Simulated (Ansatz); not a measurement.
H$_{10}$CO$_{5}$: several calculations on one system

**1. Relaxation**

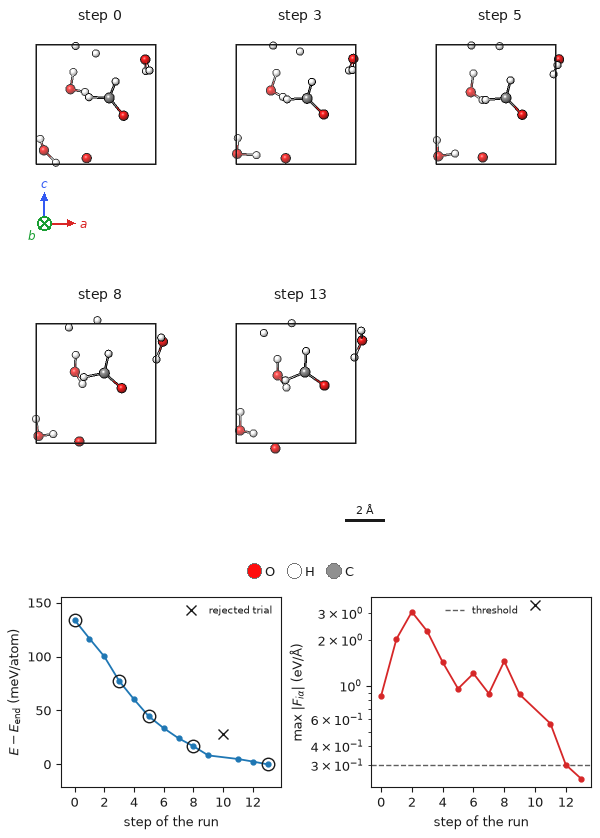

Frames of a relaxation of an amorphous cell of composition H$_{10}$CO$_{5}$, marked on the history of the run. A ball-and-stick model of the cell of the calculation, seen along the b axis.

The cell holds 4 H2O + 1 H2CO. The run prepares the start of a later molecular dynamics calculation, from a guessed geometry.

The calculation used DFT PBE-D3(BJ), scalar-relativistic, plane waves, PAW (Ansatz). Settings: plane-wave cutoff 420 eV; k-point mesh 1 × 1 × 1; occupations fermi dirac; smearing width 0.05 eV; no spin polarisation; atoms relaxed in a fixed cell; force threshold 0.3 eV/Å; at most 15 steps.

Describe the path.

Answer. An H atom moves most: 1.15 Å along [2 0 3]. Largest moves by element: H 1.15 Å, O 0.91 Å, C 0.34 Å. The lattice vectors keep their values. Among the contacts that change: H–O 0.969 → 1.007 Å, C–H 1.104 → 1.118 Å, H–O 0.969 → 0.977 Å. Among the angles between lasting bonds that change: H–O–H 104.0° → 106.7°. Over 12 accepted moves (13 points after the start) the energy falls by 134 meV per atom. Largest force component: 0.86 eV/Å at the start, 0.24 eV/Å at the end. The line search rejected the trial step at point 10 of the run. From step 0 to 3: an H atom moves most (0.51 Å), energy −56.7 meV per atom. From step 3 to 5: an H atom moves most (0.36 Å), energy −32.9 meV per atom. From step 5 to 8: an H atom moves most (0.54 Å), energy −27.7 meV per atom. From step 8 to 13: O and H atoms move most (0.43 Å), energy −16.8 meV per atom.

```csv
step,"E − E(0), meV/atom","largest force component, eV/Å",note
0,0.00,0.8555,
1,-17.30,2.0297,
2,-33.98,3.0608,
3,-56.67,2.2808,
4,-73.74,1.4289,
5,-89.61,0.9561,
6,-100.51,1.2038,
7,-109.91,0.8879,
8,-117.31,1.4501,
9,-125.82,0.8764,
10,-105.85,3.3748,rejected
11,-129.15,0.5635,
12,-131.52,0.3019,
13,-134.12,0.2443,
```

Limits of the set-up: the periodic images lie only 6.2 Å apart, so the values are limited by the cell's size.

**2. Dynamics**

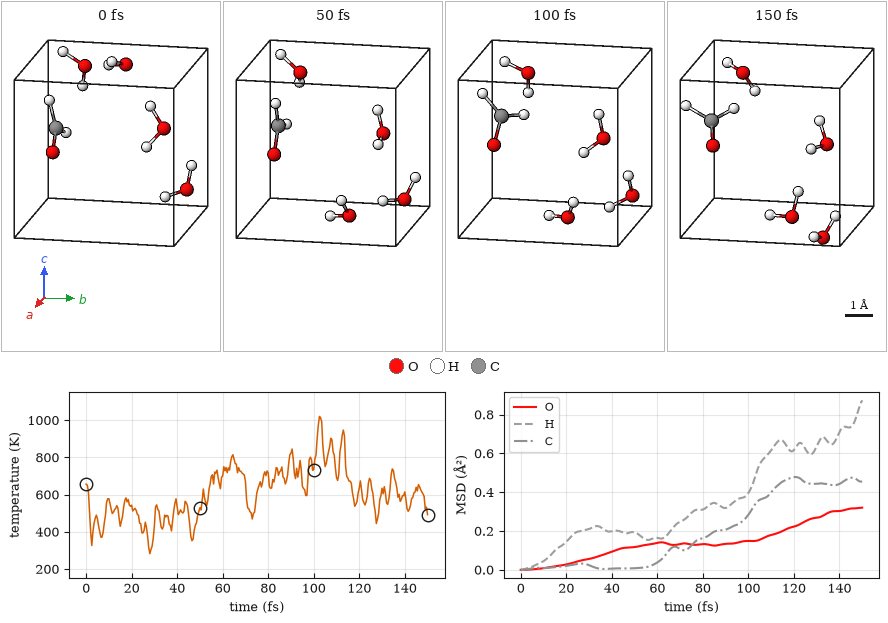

First-principles dynamics of a periodic cell with 4 H2O + 1 H2CO at 0.72 g/cm³, 150 fs long. Frames and the history of the run. Style: ball-and-stick. Shown: the simulation cell, slightly off an axis. Atoms that leave the cell re-enter on the other side.

Computed with Ansatz 0.2.0, DFT PBE-D3(BJ), scalar-relativistic, plane waves, PAW. Run with plane-wave cutoff 420 eV; k-point mesh 1 × 1 × 1; Fermi-Dirac smearing 0.05 eV; Langevin thermostat (NVT); set temperature 700 K; time step 0.5 fs; friction 0.02 per fs.

The input:
```yaml
crystal:
  lattice:
    - [6.173631, 0.0, 0.0]
    - [0.0, 6.173631, 0.0]
    - [0.0, 0.0, 6.173631]
  atoms:
    - { symbol: O, position: [0.32658247, 0.55355767, 0.95515417] }
    - { symbol: H, position: [0.46387845, 0.49461824, 1.0040249] }
    - { symbol: H, position: [0.23038022, 0.42602566, 0.92183088] }
    - { symbol: O, position: [1.05285966, 0.23917458, 0.8594666] }
    - { symbol: H, position: [0.98941842, 0.21146323, 0.71711282] }
    - { symbol: H, position: [1.04559469, 0.10022507, 0.94124062] }
    - { symbol: O, position: [0.03107469, 0.87243317, 0.10588691] }
    - { symbol: H, position: [0.03435083, 0.90347703, 0.26042909] }
    - { symbol: H, position: [0.14282914, 0.76083436, 0.08217118] }
    - { symbol: O, position: [0.34572704, 0.79573749, 0.56759768] }
    - { symbol: H, position: [0.41992839, 0.7029609, 0.46455904] }
    - { symbol: H, position: [0.34393926, 0.71110319, 0.7036754] }
    - { symbol: O, position: [0.73813751, 0.18255466, 0.48310465] }
    - { symbol: C, position: [0.57492615, 0.16829749, 0.59425842] }
    - { symbol: H, position: [0.58381738, 0.12851966, 0.77074528] }
    - { symbol: H, position: [0.41027089, 0.19607871, 0.52614915] }
basis:
  ecutwfc: 420.0
kpoints:
  mp_grid: { grid: [1, 1, 1] }
hamiltonian:
  xc: pbe
  dispersion: d3bj
scf:
  occupations: { method: fermi_dirac, width: 0.05 }
  lower_state_search: "off"
md:
  timestep: 0.5
  n_steps: 300
  ensemble: nvt_langevin
  temperature: 700.0
  initial_velocities: maxwell_boltzmann
  seed: 789445
  friction: 0.02
```

Run as
```bash
ansatz run input.yaml --threads 1 --pin off --max-ram 3072MiB --backend cpu --events-out ev --progress --plain --runs-dir out
```

What do the frames and curves show?

Answer. Root-mean-square distances from the starting positions over the second half, with the common drift of all atoms taken out: H 0.74 Å, C 0.60 Å, O 0.45 Å. The heavy atoms stay within a fraction of a molecule's size of their starting places; so short a run doesn't tell a liquid from a solid. The mean temperature in the second half is 681 K (standard deviation 114 K). The potential energy in the second half lies on average 90.4 meV per atom above the first frame.

Limits of the set-up: the periodic images lie only 6.2 Å apart, so the values are limited by the cell's size.

**3. Energy conservation**

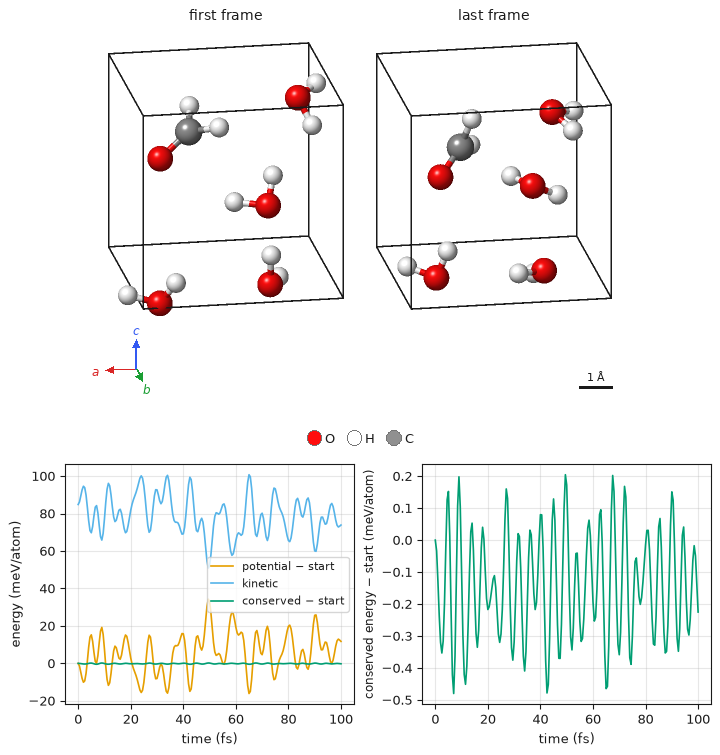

First-principles dynamics of a periodic cell with 4 H2O + 1 H2CO at 0.72 g/cm³, 100 fs long. It starts from the last geometry of an earlier run, with fresh velocities. Style: ball-and-stick. Shown: the simulation cell, from a free direction.

Theory: DFT PBE-D3(BJ), scalar-relativistic, plane waves, PAW (Ansatz). Run with plane-wave cutoff 420 eV; k-point mesh 1 × 1 × 1; Fermi-Dirac smearing 0.002 eV; Nosé-Hoover thermostat (NVT); set temperature 700 K; time step 0.5 fs; thermostat time 200.0 fs.

> Check the integration.

The conserved quantity stays between −0.48 and 0.2 meV per atom of its start. A straight-line fit has a slope that amounts to +0.027 meV per atom over 100 fs (under 0.1 % of the mean kinetic energy), and the ripple about it is 1.6 % of the kinetic energy's fluctuation. With a drift under 2 % and a ripple under 7 %, the integration is accurate. The mean temperature in the second half is 631 K (standard deviation 79 K). The potential energy in the second half lies on average 8.7 meV per atom above the first frame.

Limits of the set-up: the periodic images lie only 6.2 Å apart, so the values are limited by the cell's size.
